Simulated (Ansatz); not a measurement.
EuAl4Si2Rh (amorphous cell)

```
CELL_PARAMETERS angstrom
6.66014 0.00000 0.00000
0.00000 6.66014 0.00000
0.00000 0.00000 6.66014
ATOMIC_POSITIONS crystal
Al 0.31356 0.47721 0.54928
Al 0.65824 0.69259 0.64325
Al 0.91465 0.47575 0.38275
Al 0.54761 0.67726 0.22761
Al 0.33679 0.81048 0.89242
Al 0.46715 0.13626 0.68193
Al 0.01290 0.85827 0.63531
Al 0.85147 0.49827 0.96089
Eu 0.15847 0.20028 0.08992
Eu 0.62238 0.15438 0.22491
Rh 0.35592 0.82935 0.50717
Rh 0.13838 0.17936 0.49338
Si 0.87288 0.88024 0.98822
Si 0.84565 0.21709 0.67743
Si 0.46282 0.45396 0.91123
Si 0.11792 0.77950 0.26812
```

Not relaxed (largest force 1.6 eV/Å); no Hubbard U on the f states and no spin–orbit coupling; spin-polarised.

Computed with Ansatz 0.2.0, DFT PBEsol, scalar-relativistic, plane waves, PAW.

Q: What will maps of the valence pseudo-density, electron localisation function and spin density show?

A: Si–Rh (2.27 Å): ρ is about 0.69 e/Å³ halfway; the ELF peaks at about 0.70 in the valence shell of Si, 0.8 Å from its nucleus, and is about 0.45 at the midpoint.
Al–Rh (2.33 Å): ρ is about 0.57 e/Å³ halfway; the ELF is about 0.45 at the midpoint.
Al–Si (2.52 Å): ρ is about 0.35 e/Å³ halfway; the ELF peaks at about 0.80 in the valence shell of Si, 1.1 Å from its nucleus, and is about 0.80 at the midpoint.
The spin density sits on Eu: +6.6 μB (×2) in one cell of 16 atoms: parallel main moments (a ferromagnetic arrangement) in this solution. The cell of the calculation (16 atoms) carries 13.9 μB of net spin moment.
Bader's partition of the density gives Al +0.72 to +1.58, Eu +0.99 to +1.09, Rh −3.51 to −2.38 and Si −2.11 to −0.46 e.

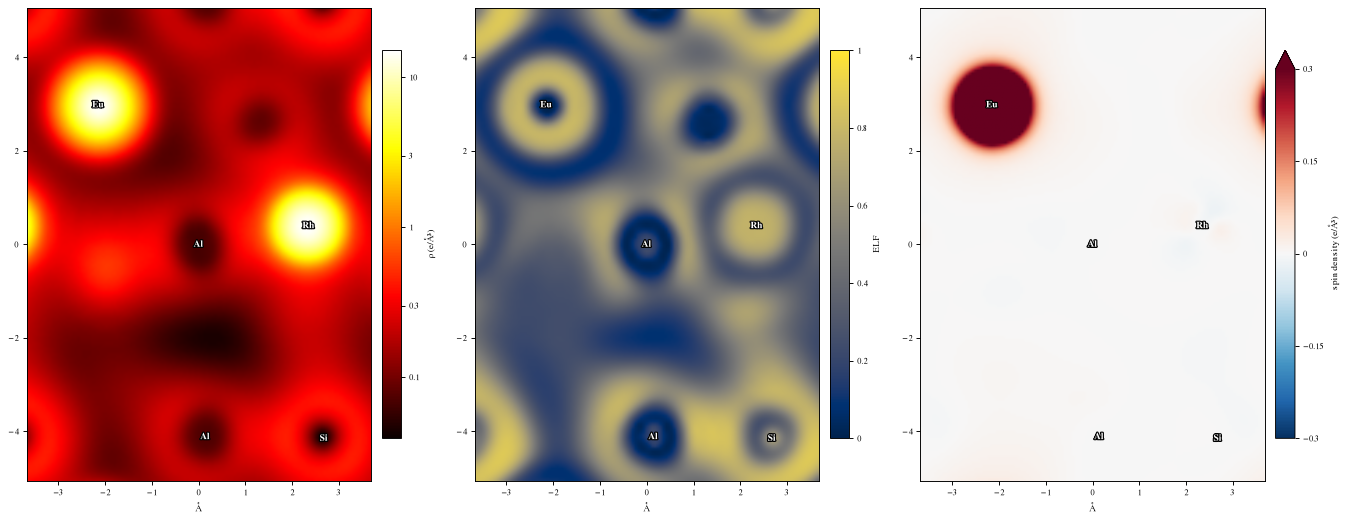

Computed valence pseudo-density, electron localisation function and spin density on the (101) plane of the calculation cell, in this order. Atoms just off the plane (Al, 0.4 Å away) can leave unmarked features too.

The density is the valence pseudo-density of a PAW calculation; it isn't the true density close to the nuclei.
